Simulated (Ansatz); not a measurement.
# Resistivity from frozen vibrations: Cu(111) with 4 thermally displaced layers, 2x2, part 2 of 2

How much do lattice vibrations at 180 K scatter the electrons of Cu? Layers with random displacements are laid between perfect leads, and the resistance is followed against their length.

Ansatz 0.2.0; Ansatz plane-wave DFT, PBE, PAW files; ballistic transport by layer matching (Landauer), zero bias; PAW set soft_1.

So far, open channels per spin nearest the Fermi level: step 2 (with 4 displaced layers) 3.21.

## (3) With 8 displaced layers

System of this step: Cu(111) with 8 thermally displaced layers, 2x2. The cell holds 56 atoms: 56 Cu. Its edges and angles: a = 5.112 Å, b = 5.112 Å, c = 29.257 Å, α = 87.5°, β = 92.5°, γ = 120.0°. It derives from Cu. Regions: lead, 24 atoms (24 Cu); scattering region, 32 atoms (32 Cu). The structure is stacked along c, and the current runs across the ab planes.

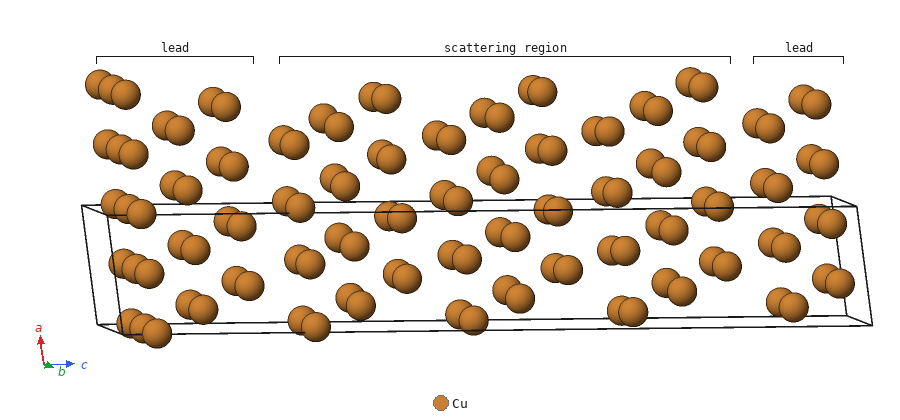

The cell of this step (copper orange). 2×1×1 cells are drawn. Some periodic images of atoms are drawn too.

File input.yaml:

```yaml
crystal:
  lattice:
    - [5.1123254594, 0.0, 0.0]
    - [-2.5561627297, 4.4274037203, 0.0]
    - [-1.2780813649, 0.73790062, 29.2193738075]
  atoms:
    - { symbol: Cu, position: [0.005952381, 0.994047619, 0.0357142857] }
    - { symbol: Cu, position: [0.005952381, 0.494047619, 0.0357142857] }
    - { symbol: Cu, position: [0.505952381, 0.994047619, 0.0357142857] }
    - { symbol: Cu, position: [0.505952381, 0.494047619, 0.0357142857] }
    - { symbol: Cu, position: [0.1845238095, 0.3154761905, 0.1071428571] }
    - { symbol: Cu, position: [0.1845238095, 0.8154761905, 0.1071428571] }
    - { symbol: Cu, position: [0.6845238095, 0.3154761905, 0.1071428571] }
    - { symbol: Cu, position: [0.6845238095, 0.8154761905, 0.1071428571] }
    - { symbol: Cu, position: [0.3630952381, 0.1369047619, 0.1785714286] }
    - { symbol: Cu, position: [0.3630952381, 0.6369047619, 0.1785714286] }
    - { symbol: Cu, position: [0.8630952381, 0.1369047619, 0.1785714286] }
    - { symbol: Cu, position: [0.8630952381, 0.6369047619, 0.1785714286] }
    - { symbol: Cu, position: [0.0411771903, 0.966191291, 0.2491933363] }
    - { symbol: Cu, position: [0.0536581679, 0.4722449234, 0.248845292] }
    - { symbol: Cu, position: [0.5683409815, 0.9806661684, 0.2522899324] }
    - { symbol: Cu, position: [0.564281015, 0.4728973004, 0.2547845433] }
    - { symbol: Cu, position: [0.2227203666, 0.2795777765, 0.3227084752] }
    - { symbol: Cu, position: [0.1980337196, 0.7583205562, 0.3195567895] }
    - { symbol: Cu, position: [0.7275263595, 0.2869307488, 0.3181681378] }
    - { symbol: Cu, position: [0.6951126202, 0.7754006296, 0.3210294812] }
    - { symbol: Cu, position: [0.4033488352, 0.1101587354, 0.3954649532] }
    - { symbol: Cu, position: [0.4055132984, 0.6101589178, 0.390532925] }
    - { symbol: Cu, position: [0.8864311805, 0.1042640677, 0.3942676793] }
    - { symbol: Cu, position: [0.9120465767, 0.6092148768, 0.3945213026] }
    - { symbol: Cu, position: [0.0746736312, 0.898338155, 0.4627276805] }
    - { symbol: Cu, position: [0.0865452924, 0.4315106728, 0.4610767782] }
    - { symbol: Cu, position: [0.5884540661, 0.9165551117, 0.4637924665] }
    - { symbol: Cu, position: [0.5854448663, 0.4336250956, 0.4612443785] }
    - { symbol: Cu, position: [0.2682279507, 0.2454028019, 0.5340784788] }
    - { symbol: Cu, position: [0.2370773672, 0.7136625056, 0.534339921] }
    - { symbol: Cu, position: [0.7530774269, 0.2342328951, 0.5350181826] }
    - { symbol: Cu, position: [0.7548720587, 0.7443642306, 0.537880263] }
    - { symbol: Cu, position: [0.4325918436, 0.0616446429, 0.6082859606] }
    - { symbol: Cu, position: [0.457492877, 0.5604943731, 0.6082312551] }
    - { symbol: Cu, position: [0.925047738, 0.0840875384, 0.6085421893] }
    - { symbol: Cu, position: [0.9499072836, 0.5650178517, 0.6049298122] }
    - { symbol: Cu, position: [0.128813192, 0.8977651877, 0.6767314138] }
    - { symbol: Cu, position: [0.0983141726, 0.3932557879, 0.6782077035] }
    - { symbol: Cu, position: [0.6402905146, 0.8784887675, 0.677449723] }
    - { symbol: Cu, position: [0.5997771417, 0.3638989538, 0.6766846236] }
    - { symbol: Cu, position: [0.3104764067, 0.2067084872, 0.7487088884] }
    - { symbol: Cu, position: [0.2805373269, 0.7162305621, 0.7513970277] }
    - { symbol: Cu, position: [0.7921598259, 0.2027742329, 0.7506484074] }
    - { symbol: Cu, position: [0.7917470574, 0.6985769567, 0.7513207032] }
    - { symbol: Cu, position: [0.4702380952, 0.0297619048, 0.8214285714] }
    - { symbol: Cu, position: [0.4702380952, 0.5297619048, 0.8214285714] }
    - { symbol: Cu, position: [0.9702380952, 0.0297619048, 0.8214285714] }
    - { symbol: Cu, position: [0.9702380952, 0.5297619048, 0.8214285714] }
    - { symbol: Cu, position: [0.1488095238, 0.8511904762, 0.8928571429] }
    - { symbol: Cu, position: [0.1488095238, 0.3511904762, 0.8928571429] }
    - { symbol: Cu, position: [0.6488095238, 0.8511904762, 0.8928571429] }
    - { symbol: Cu, position: [0.6488095238, 0.3511904762, 0.8928571429] }
    - { symbol: Cu, position: [0.3273809524, 0.1726190476, 0.9642857143] }
    - { symbol: Cu, position: [0.3273809524, 0.6726190476, 0.9642857143] }
    - { symbol: Cu, position: [0.8273809524, 0.1726190476, 0.9642857143] }
    - { symbol: Cu, position: [0.8273809524, 0.6726190476, 0.9642857143] }
kpoints:
  mp_grid: { grid: [5, 5, 1] }
hamiltonian:
  xc: pbe
  pseudopotentials: { kind: paw, azcp: { folder: soft_1 } }
scf:
  occupations: { method: fermi_dirac, width: 0.1 }
output:
  transmission:
    leads: [[0, 4]]
    kmesh: [10, 10]
    e_range: [-0.05, 0.05]
    de: 0.05
  write_potential: true
  write_density: true
  volumetric_format: npy
```

Launch:

```bash
$ ansatz run input.yaml --threads 4 --pin off --max-ram 15360MiB --backend cpu --events-out ev --progress --plain --runs-dir out
```

Numbers of over 12 decimals in the logs are rounded to 6 here.

The program printed:

```text
[...]
Crystal: 56 atoms, lattice volume = 661.361 Å³
Basis set: ecut = 420 eV, 12983 PW (Γ)
Bands: 639, of which v1, the nominal top of the filled ones, is band 532 counted from 1 (531 counted from 0)
Symmetry: 1 space group operations
[...]
k-points: 13 of 25 (time reversal used)
[...]
SCF iter   1: F=—  HF=-371060.263439 eV  |F-HF|=—  |Δ(HF+E_count)|=         —  Δρ=2.67e-1  dr2=2.83e2  ethr=3.10e-3  ⟨swp⟩=5.0  Hψ=25534  notcnv=0  defer=23
[...]
SCF iter  12: F=-371009.095970 eV  HF=-371009.095970 eV  |F-HF|=4.51e-8  |Δ(HF+E_count)|=   8.91e-9  Δρ=1.59e-6  dr2=4.22e-8  ethr=9.40e-12  ⟨swp⟩=6.0  Hψ=29133  notcnv=0
SCF 1 converged in 12 iterations: F = -371009.095970 eV  dr2 = 4.22e-8
[...]
transmission: 230 of 2288 steps passed
transmission: 458 of 2288 steps passed
[...]
transmission: 2288 of 2288 steps passed
SCF converged after 12 iterations
Free energy (F): -371009.095970 eV
[...]
Internal energy: -371008.382670 eV  (E = F + TS)
E sigma→0 (E₀):  -371008.739320 eV
Entropy (-TS):   -0.713300 eV (-12.737 meV/atom)
Fermi energy:    16.339892 eV
[...]
--- Band table (eV; the first three rows and the last of 13) ---
  k-point 0: bands = [... 528 lower, 16.3157, 16.6143, 16.6448, 16.8514, 16.8654, 16.9244, 16.9389, 17.0986, ... 103 higher]
  k-point 1: bands = [... 528 lower, 16.0848, 16.2048, 16.2207, 16.2370, 16.3199, 16.4214, 16.4535, 16.5223, ... 103 higher]
  k-point 2: bands = [... 528 lower, 16.1286, 16.1632, 16.1965, 16.2849, 16.3242, 16.4276, 16.5827, 16.6106, ... 103 higher]
  k-point 12: bands = [... 528 lower, 15.6371, 15.7210, 16.0285, 16.3908, 16.5185, 16.7543, 16.7880, 16.9770, ... 103 higher]
--- Transmission ---
  basis      : 199 plane waves across, 44 finite elements along
  points     : 52, standing for a mesh of 10 x 10
[...]
channels       : 3.210000e0 a spin
[...]
junction   : crystal 0 to crystal 0, 0.70 to 27.83 Å
    transmission   : 3.107463e0 a spin
[...]
```

Run time: 16 min. Hardware: 4 threads of Arm Neoverse V1, shared host; peak memory 8.4 GiB; 64 min of CPU time.

This step gave:

| Property | Result |
| --- | --- |
| free energy | -371009.0960 eV |
| energy at zero smearing | -371008.7393 eV |
| transmission per spin nearest the Fermi level | 3.107 |
| step of the lead's potential | 2.6 meV |

Per spin. Table of transmission, zone mean by energy, zero at the Fermi level:

```csv
energy (eV),"transmission, zone mean"
-0.0500,3.09
0.0000,3.11
0.0500,3.12
```

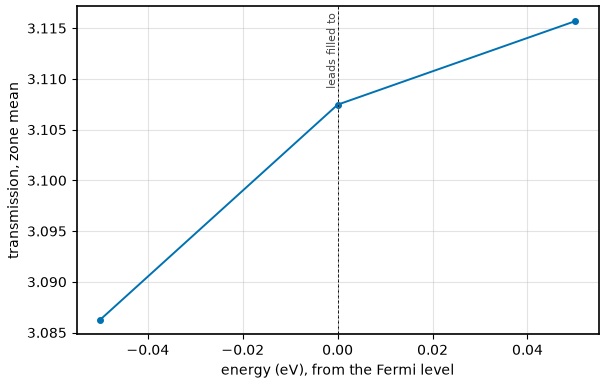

Transmission, zone mean against energy.

Over the solved energies the transmission per spin lies between 3.09 and 3.12, out of 3.21 channels of the lead on average (up to 3.21).

## (4) With 12 displaced layers

System of this step: Cu(111) with 12 thermally displaced layers, 2x2. The cell holds 72 atoms: 72 Cu. Its edges and angles: a = 5.112 Å, b = 5.112 Å, c = 37.568 Å, α = 90.0°, β = 90.0°, γ = 120.0°. It derives from Cu. Regions: lead, 24 atoms (24 Cu); scattering region, 48 atoms (48 Cu). The structure is stacked along c, and the current runs across the ab planes.

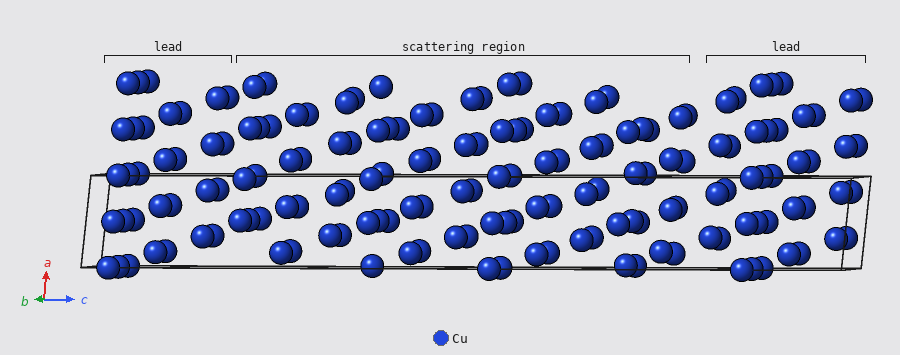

The cell of this step (copper blue). 2×1×1 cells are drawn. Some periodic images of atoms are drawn too.

File input.yaml:

```yaml
crystal:
  lattice:
    - [5.1123254594, 0.0, 0.0]
    - [-2.5561627297, 4.4274037203, 0.0]
    - [0.0, 0.0, 37.567766324]
  atoms:
    - { symbol: Cu, position: [0.0, 0.0, 0.0277777778] }
    - { symbol: Cu, position: [0.0, 0.5, 0.0277777778] }
    - { symbol: Cu, position: [0.5, 0.0, 0.0277777778] }
    - { symbol: Cu, position: [0.5, 0.5, 0.0277777778] }
    - { symbol: Cu, position: [0.1666666667, 0.3333333333, 0.0833333333] }
    - { symbol: Cu, position: [0.1666666667, 0.8333333333, 0.0833333333] }
    - { symbol: Cu, position: [0.6666666667, 0.3333333333, 0.0833333333] }
    - { symbol: Cu, position: [0.6666666667, 0.8333333333, 0.0833333333] }
    - { symbol: Cu, position: [0.3333333333, 0.1666666667, 0.1388888889] }
    - { symbol: Cu, position: [0.3333333333, 0.6666666667, 0.1388888889] }
    - { symbol: Cu, position: [0.8333333333, 0.1666666667, 0.1388888889] }
    - { symbol: Cu, position: [0.8333333333, 0.6666666667, 0.1388888889] }
    - { symbol: Cu, position: [0.9653153977, 0.9819463058, 0.1939428029] }
    - { symbol: Cu, position: [0.9905307436, 0.4836935195, 0.1949870285] }
    - { symbol: Cu, position: [0.5159623703, 0.0063172587, 0.1948150493] }
    - { symbol: Cu, position: [0.512878216, 0.5056645613, 0.1925588412] }
    - { symbol: Cu, position: [0.1732526852, 0.3514192691, 0.248122482] }
    - { symbol: Cu, position: [0.1646973091, 0.8278833854, 0.2485177558] }
    - { symbol: Cu, position: [0.6551049907, 0.3347482046, 0.250520512] }
    - { symbol: Cu, position: [0.6602884205, 0.8130804871, 0.2495234082] }
    - { symbol: Cu, position: [0.3441570094, 0.1799273619, 0.3066655883] }
    - { symbol: Cu, position: [0.3511033662, 0.6820328238, 0.3069155098] }
    - { symbol: Cu, position: [0.8238519509, 0.167479568, 0.3043784587] }
    - { symbol: Cu, position: [0.792676747, 0.6431246526, 0.309003496] }
    - { symbol: Cu, position: [0.9707469038, 0.9685977932, 0.3601457659] }
    - { symbol: Cu, position: [0.0181252172, 0.4993703362, 0.3617846879] }
    - { symbol: Cu, position: [0.4961384076, 0.9988343201, 0.3632018228] }
    - { symbol: Cu, position: [0.5090508045, 0.4987919874, 0.3625828069] }
    - { symbol: Cu, position: [0.178164394, 0.330263762, 0.4171122976] }
    - { symbol: Cu, position: [0.1650690396, 0.8239733839, 0.4185662925] }
    - { symbol: Cu, position: [0.6603024021, 0.3246572379, 0.4139006209] }
    - { symbol: Cu, position: [0.6620005516, 0.8546979414, 0.4147848935] }
    - { symbol: Cu, position: [0.3359724574, 0.1615245325, 0.4730662129] }
    - { symbol: Cu, position: [0.3352025642, 0.6557942622, 0.4717404739] }
    - { symbol: Cu, position: [0.8353406124, 0.168270987, 0.4721751643] }
    - { symbol: Cu, position: [0.833941281, 0.6754819761, 0.4743962132] }
    - { symbol: Cu, position: [0.0013728555, 0.9896338351, 0.5284313253] }
    - { symbol: Cu, position: [0.0039738635, 0.5064654279, 0.5308228506] }
    - { symbol: Cu, position: [0.4973243531, 0.999838907, 0.5263143223] }
    - { symbol: Cu, position: [0.4925095885, 0.4920286564, 0.5304184381] }
    - { symbol: Cu, position: [0.1663486063, 0.3253232276, 0.5865180888] }
    - { symbol: Cu, position: [0.156588556, 0.8453958961, 0.5850107321] }
    - { symbol: Cu, position: [0.6717994138, 0.3296757167, 0.5831197558] }
    - { symbol: Cu, position: [0.6680055682, 0.8443428463, 0.5794892454] }
    - { symbol: Cu, position: [0.3281963728, 0.1687947501, 0.6379296252] }
    - { symbol: Cu, position: [0.3095867641, 0.663265682, 0.6376424208] }
    - { symbol: Cu, position: [0.8528258055, 0.1862382705, 0.6390034069] }
    - { symbol: Cu, position: [0.8084998661, 0.6639188708, 0.6373635366] }
    - { symbol: Cu, position: [0.0201173754, 0.0236900316, 0.6949683851] }
    - { symbol: Cu, position: [0.0352923151, 0.5212123972, 0.6955941266] }
    - { symbol: Cu, position: [0.4910286159, 0.0029256199, 0.6922339973] }
    - { symbol: Cu, position: [0.5156319603, 0.503343616, 0.6969184533] }
    - { symbol: Cu, position: [0.1591287098, 0.3080631744, 0.7513001263] }
    - { symbol: Cu, position: [0.192369039, 0.8586726344, 0.7486369375] }
    - { symbol: Cu, position: [0.6587424593, 0.3363012591, 0.7485003985] }
    - { symbol: Cu, position: [0.6450557476, 0.8199915706, 0.7545055797] }
    - { symbol: Cu, position: [0.3210361214, 0.1541872306, 0.8050078973] }
    - { symbol: Cu, position: [0.3444838673, 0.6862369531, 0.8072888009] }
    - { symbol: Cu, position: [0.8451852439, 0.1687278224, 0.8059831813] }
    - { symbol: Cu, position: [0.8169958776, 0.6469991683, 0.8090867365] }
    - { symbol: Cu, position: [0.0, 0.0, 0.8611111111] }
    - { symbol: Cu, position: [0.0, 0.5, 0.8611111111] }
    - { symbol: Cu, position: [0.5, 0.0, 0.8611111111] }
    - { symbol: Cu, position: [0.5, 0.5, 0.8611111111] }
    - { symbol: Cu, position: [0.1666666667, 0.3333333333, 0.9166666667] }
    - { symbol: Cu, position: [0.1666666667, 0.8333333333, 0.9166666667] }
    - { symbol: Cu, position: [0.6666666667, 0.3333333333, 0.9166666667] }
    - { symbol: Cu, position: [0.6666666667, 0.8333333333, 0.9166666667] }
    - { symbol: Cu, position: [0.3333333333, 0.1666666667, 0.9722222222] }
    - { symbol: Cu, position: [0.3333333333, 0.6666666667, 0.9722222222] }
    - { symbol: Cu, position: [0.8333333333, 0.1666666667, 0.9722222222] }
    - { symbol: Cu, position: [0.8333333333, 0.6666666667, 0.9722222222] }
kpoints:
  mp_grid: { grid: [5, 5, 1] }
hamiltonian:
  xc: pbe
  pseudopotentials: { kind: paw, azcp: { folder: soft_1 } }
scf:
  occupations: { method: fermi_dirac, width: 0.1 }
output:
  transmission:
    leads: [[0, 4]]
    kmesh: [10, 10]
    e_range: [-0.05, 0.05]
    de: 0.05
  write_potential: true
  write_density: true
  volumetric_format: npy
```

The program printed:

```text
[...]
Crystal: 72 atoms, lattice volume = 850.321 Å³
Basis set: ecut = 420 eV, 16727 PW (Γ)
Bands: 821, of which v1, the nominal top of the filled ones, is band 684 counted from 1 (683 counted from 0)
Symmetry: 1 space group operations
[...]
k-points: 13 of 25 (time reversal used)
[...]
SCF iter   1: F=—  HF=-477076.807189 eV  |F-HF|=—  |Δ(HF+E_count)|=         —  Δρ=2.67e-1  dr2=3.63e2  ethr=3.10e-3  ⟨swp⟩=4.8  Hψ=31718  notcnv=0  defer=46
[...]
SCF iter  13: F=-477011.232503 eV  HF=-477011.232503 eV  |F-HF|=8.03e-9  |Δ(HF+E_count)|=   1.22e-8  Δρ=8.06e-7  dr2=7.15e-9  ethr=7.31e-12  ⟨swp⟩=2.0  Hψ=19631  notcnv=0
SCF 1 converged in 13 iterations: F = -477011.232503 eV  dr2 = 7.15e-9
[...]
transmission: 310 of 3068 steps passed
transmission: 616 of 3068 steps passed
[...]
transmission: 3068 of 3068 steps passed
SCF converged after 13 iterations
Free energy (F): -477011.232503 eV
[...]
Internal energy: -477010.395631 eV  (E = F + TS)
E sigma→0 (E₀):  -477010.814067 eV
Entropy (-TS):   -0.836873 eV (-11.623 meV/atom)
Fermi energy:    16.320779 eV
[...]
--- Band table (eV; the first three rows and the last of 13) ---
  k-point 0: bands = [... 680 lower, 16.3733, 16.7840, 16.7937, 16.8100, 16.8166, 16.8411, 16.8503, 17.1089, ... 133 higher]
  k-point 1: bands = [... 680 lower, 16.0199, 16.1434, 16.1944, 16.3118, 16.3495, 16.4369, 16.4717, 16.4871, ... 133 higher]
  k-point 2: bands = [... 680 lower, 16.1305, 16.1639, 16.2144, 16.2571, 16.3191, 16.3483, 16.3712, 16.4526, ... 133 higher]
  k-point 12: bands = [... 680 lower, 15.8440, 15.9743, 15.9849, 16.3300, 16.3442, 16.8136, 16.8215, 16.9397, ... 133 higher]
--- Transmission ---
  basis      : 199 plane waves across, 59 finite elements along
  points     : 52, standing for a mesh of 10 x 10
[...]
channels       : 3.210000e0 a spin
[...]
junction   : crystal 0 to crystal 0, 0.70 to 36.18 Å
    transmission   : 3.011721e0 a spin
[...]
```

Elapsed: 32 min, on 4 threads; peak memory 7.4 GiB.

This step gave:

```yaml
free_energy: -477011.2325 eV
energy_at_zero_smearing: -477010.8141 eV
fermi_energy: 16.32 eV
transmission_per_spin_nearest_the_fermi_level: 3.012
step_of_the_lead_s_potential: 2 meV
```

Per spin. The transmission, zone mean by energy, zero at the Fermi level:

```csv
energy (eV),"transmission, zone mean"
-0.0500,2.98
0.0000,3.01
0.0500,3.01
```

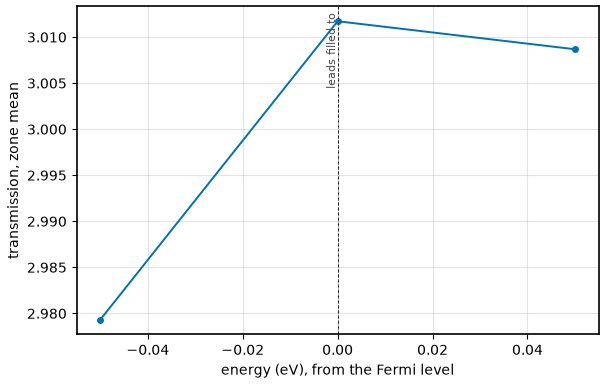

Transmission, zone mean against energy.

Over the solved energies the transmission per spin lies between 2.98 and 3.01, out of 3.21 channels of the lead on average (up to 3.21).

## (5) Resistance against length

This step: Ansatz plane-wave DFT, PBE, PAW files; ballistic transport by layer matching (Landauer), zero bias; resistivity from the slope of the area resistance; PAW set soft_1 (Ansatz 0.2.0).

Numbers from this step:

- resistivity: 2.956 µΩ cm
- intercept: -0.01288 fΩ m²
- scatter about the fit: 0.003637 fΩ m²

Resistance, by row:

```csv
run,length (Å),T,channels N,RA (fΩ m²)
n4,8.348,3.16,3.21,0.01438
n8,16.7,3.103,3.21,0.03134
n12,25.05,3,3.21,0.06373
```

Area resistance against length of the displaced region:

```csv
length of the displaced region (Å),area resistance (fΩ m²)
8.35,0.0144
16.70,0.0313
25.05,0.0637
```

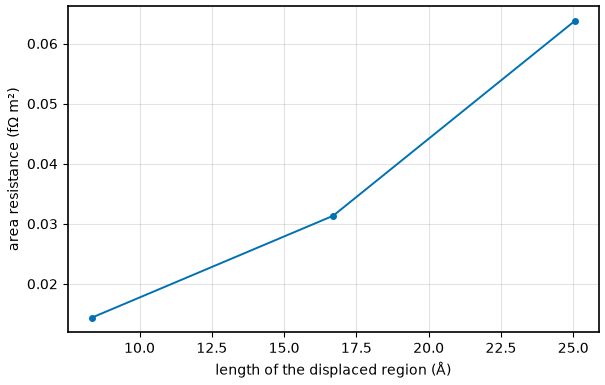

Area resistance against length of the displaced region.

The area resistance goes from 0.014 to 0.064 fΩ m² between 8.3 and 25.0 Å, a slope of 3.0 µΩ cm.

By hand from the end points: (0.06373 − 0.01438) fΩ m² / (25.05 − 8.35) Å = 3.0 µΩ cm, since 1 fΩ m² per Å is 1000 µΩ cm.

## (6) What came out

| Property | Result |
| --- | --- |
| resistivity from the slope | 2.96 µΩ cm |
| area resistance over 8.35 Å | 0.0144 fΩ m² |
| area resistance over 16.7 Å | 0.0313 fΩ m² |
| area resistance over 25.0 Å | 0.0637 fΩ m² |

What this shows: The slope gives 3.0 µΩ cm. The points scatter by 0.0036 fΩ m² about the line, with one random draw a length in a 2x2 cell, so the slope is a rough value. The mean square of the displacements drawn is 0.78, 0.91 and 1.0 of the nominal one at the three lengths; with each resistance scaled back by that, the slope is 2.6 µΩ cm, the value used below. Read with a model of isotropic scattering on a spherical Fermi surface and the lead's 1.1×10¹⁵ S/m², this slope means a mean free path near 317 Å; over these lengths the model's slope is 1.22 times its bulk resistivity, which would be 2.2 µΩ cm. Uncorrelated displacements put too much weight on short waves, which scatter strongly; with the sideways repeat of a small cell, one draw and three short lengths, the method is good to a factor of two or three.

[Logs are printed without paths, hosts, clocks, repeated set-up lines and the standing remarks that a program may print on its own settings, such as how far it seeks lower states.]

[Hosts, paths, dates, database ids (printed as entryN), source tags and the programs' standing remarks are cut or masked in the printed files.]
